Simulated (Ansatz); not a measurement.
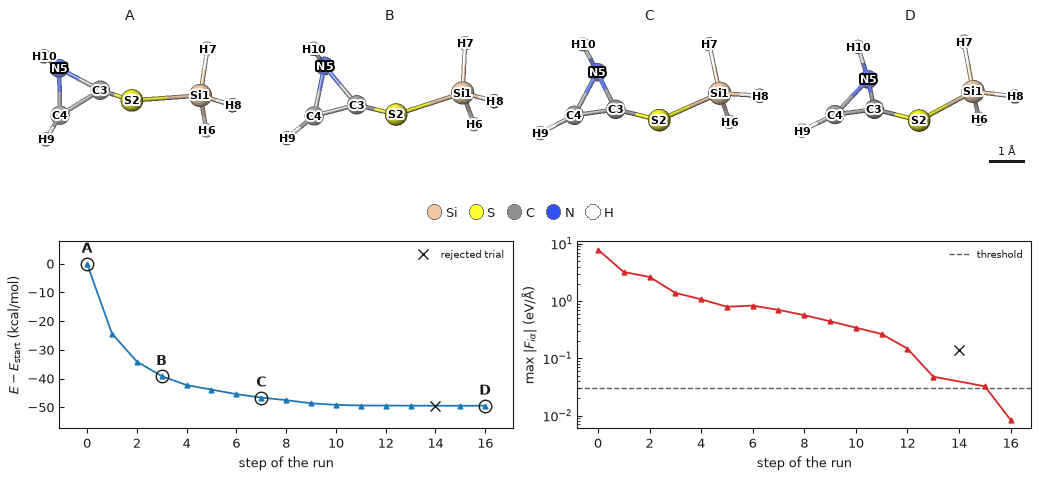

Frames of a relaxation of C₂H₅NSSi (coarse preliminary run), marked on the history of the run. Style: ball-and-stick. Shown face on.

The start comes from a force field.

Level of theory: RKS PBE-D4/def2-SVP in Ansatz 0.2.0.

Input file:
```yaml
crystal:
  periodic: [false, false, false]
  atoms:
    - {symbol: Si, position_ang: [-1.373700, -1.344400, -0.802000]}
    - {symbol: S, position_ang: [-0.691100, 0.667100, -0.388000]}
    - {symbol: C, position_ang: [0.683500, 0.334400, 0.492100]}
    - {symbol: C, position_ang: [1.955100, 0.970900, 0.336300]}
    - {symbol: N, position_ang: [1.336200, 0.916900, 1.553300]}
    - {symbol: H, position_ang: [-0.394300, -2.032500, -1.581100]}
    - {symbol: H, position_ang: [-1.697900, -1.999000, 0.462500]}
    - {symbol: H, position_ang: [-2.621200, -1.168100, -1.632500]}
    - {symbol: H, position_ang: [2.021300, 1.813000, -0.290200]}
    - {symbol: H, position_ang: [0.865200, 1.790400, 1.852500]}
basis:
  gaussian: {orbitals: def2-SVP}
hamiltonian: {xc: pbe, dispersion: d4}
relax: {f_tol: 0.03, max_steps: 200}
```

Command:
```bash
ansatz run in.yaml --threads 4 --pin off --events-out ev --progress --plain --max-ram 10444MiB
```

What happens along the run?

The energy falls by 49.4 kcal/mol in 15 accepted moves (16 points after the start). The largest force component goes from 7.9 to 0.0084 eV/Å. The line search rejected the trial step at point 14 of the run. The largest move after the best rigid fit is that of H10, 1.27 Å. By element the largest moves are H 1.27 Å, C 0.93 Å, N 0.93 Å, S 0.76 Å, Si 0.24 Å. Some distances before and after: C4–N5 1.366 → 1.532 Å, C3–N5 1.375 → 1.509 Å, C3–C4 1.431 → 1.298 Å, Si1–H6 1.428 → 1.498 Å. Bond angles that change, for instance: C3–C4–H9 118.5° → 157.4°, S2–C3–C4 126.0° → 158.9°, C3–N5–C4 62.9° → 50.5°. From step 0 to 3: H9 moves most (0.56 Å), energy −39.1 kcal/mol. From step 3 to 7: H7 moves most (0.47 Å), energy −7.47 kcal/mol. From step 7 to 16: H10 moves most (0.47 Å), energy −2.85 kcal/mol.

```
step  E − E(0), kcal/mol  largest force component, eV/Å      note
   0                0.00                         7.9002          
   1              -24.29                         3.2096          
   2              -34.05                         2.6294          
   3              -39.13                         1.3875          
   4              -42.25                         1.0732          
   5              -43.82                         0.7934          
   6              -45.40                         0.8317          
   7              -46.60                         0.6998          
   8              -47.50                         0.5661          
   9              -48.58                         0.4430          
  10              -49.13                         0.3431          
  11              -49.36                         0.2656          
  12              -49.38                         0.1476          
  13              -49.42                         0.0477          
  14              -49.40                         0.1385  rejected
  15              -49.44                         0.0325          
  16              -49.44                         0.0084
```
